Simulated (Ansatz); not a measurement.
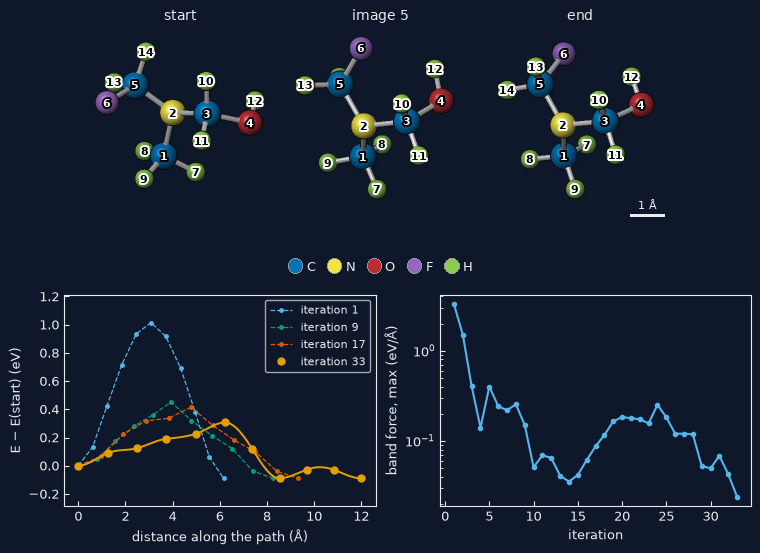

A nudged-elastic-band calculation for C3H8FNO. Images are numbered from 0 (start) to 10 (end). The plot follows the band through its iterations. A ball-and-stick model, seen at a tilt.

All numbers below come from RKS B3LYP/def2-SVP (Ansatz 0.2.0).

Input
```yaml
crystal:
  periodic: [false, false, false]
  atoms:
    - { symbol: C, position_ang: [-0.932414, 0.785334, -0.778328] }
    - { symbol: "N", position_ang: [0.190634, 0.069097, -0.183052] }
    - { symbol: C, position_ang: [-0.176231, -1.158942, 0.498486] }
    - { symbol: O, position_ang: [-0.629191, -2.135848, -0.398496] }
    - { symbol: C, position_ang: [1.176949, 0.861918, 0.432818] }
    - { symbol: F, position_ang: [0.731403, 1.495049, 1.607203] }
    - { symbol: H, position_ang: [-1.564415, 0.06656, -1.317323] }
    - { symbol: H, position_ang: [-0.563366, 1.531156, -1.499877] }
    - { symbol: H, position_ang: [-1.554485, 1.30715, -0.025349] }
    - { symbol: H, position_ang: [0.710878, -1.49084, 1.074298] }
    - { symbol: H, position_ang: [-1.00459, -1.012224, 1.217842] }
    - { symbol: H, position_ang: [0.062316, -2.251994, -1.066262] }
    - { symbol: H, position_ang: [1.497942, 1.664513, -0.2519] }
    - { symbol: H, position_ang: [2.041669, 0.239771, 0.718739] }
basis:
  gaussian: { orbitals: def2-SVP }
hamiltonian:
  xc: b3lyp
neb:
  order_check: false
  images: 9
  f_tol: 0.03
  max_iterations: 38
  initial_path: idpp
  final_atoms:
    - { symbol: C, position_ang: [-1.04889137, 0.88861514, -0.61985722] }
    - { symbol: "N", position_ang: [-0.13068024, 0.3460451, 0.37677503] }
    - { symbol: C, position_ang: [-0.37788567, -1.03484903, 0.74246021] }
    - { symbol: O, position_ang: [-0.2701977, -1.95013147, -0.32190727] }
    - { symbol: C, position_ang: [1.22387522, 0.68037999, 0.22453252] }
    - { symbol: F, position_ang: [1.84437322, -0.00233536, -0.86326315] }
    - { symbol: H, position_ang: [-0.96921783, 0.38628707, -1.60043838] }
    - { symbol: H, position_ang: [-0.85249711, 1.96324335, -0.75717559] }
    - { symbol: H, position_ang: [-2.08474714, 0.77479167, -0.26317271] }
    - { symbol: H, position_ang: [0.31626578, -1.28211353, 1.57038064] }
    - { symbol: H, position_ang: [-1.40790388, -1.1273074, 1.12213298] }
    - { symbol: H, position_ang: [0.60322274, -1.81890602, -0.72172931] }
    - { symbol: H, position_ang: [1.79780057, 0.39131574, 1.11975699] }
    - { symbol: H, position_ang: [1.34358241, 1.75566476, 0.02030426] }
```

Run as
```bash
ansatz run input.yaml --threads 2 --pin off --max-ram 3072MiB --backend cpu --events-out ev --progress --plain --runs-dir out
```

How did the profile develop, and is the result final?

The run is converged, with reservations. The band converged in 33 iterations. The largest component of the band force went from 3.3 to 0.024 eV/Å. The climbing image converged on the top of the path. Its vibrational analysis gives one imaginary mode (137i cm⁻¹), as a transition state must have. The first iteration put the highest image at 1.01 eV. The highest point, image 5, lies 0.31 eV above the start and 0.40 eV above the end; the end is at −0.09 eV relative to the start. The profile has 2 maxima (images 5, 8) with a dip at image 7 (−0.09 eV), so the process runs in steps.

The run took 17 min on 2 threads of Arm Neoverse V2, with other jobs on the host, peak memory 0.31 GiB.
